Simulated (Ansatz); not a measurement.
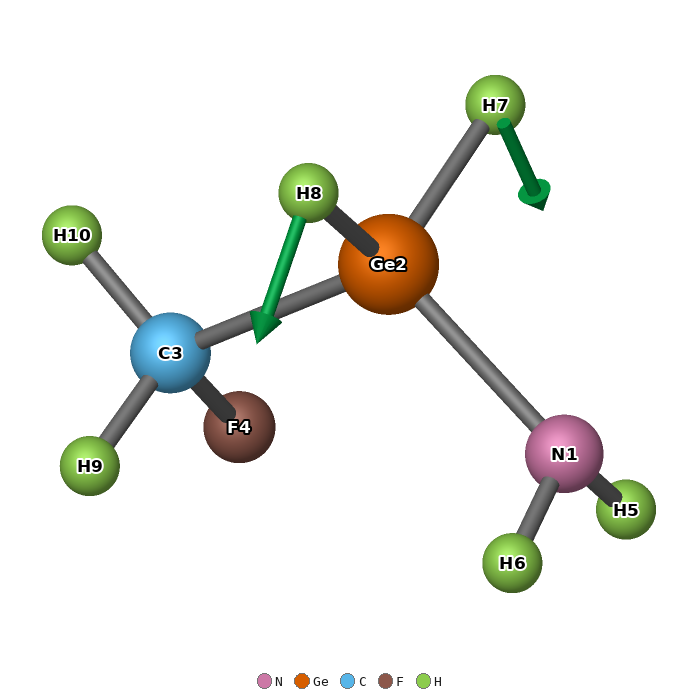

The arrows show one normal mode. Harmonic vibrations computed with RKS PBE0-D4/def2-TZVP (Ansatz 0.2.0) at a stationary point of the same level.

### Describe the motion.

Mostly H–Ge–H bending.

### Estimate its harmonic wavenumber.

851 cm⁻¹; it is mode 12 of 24 counted from the lowest.
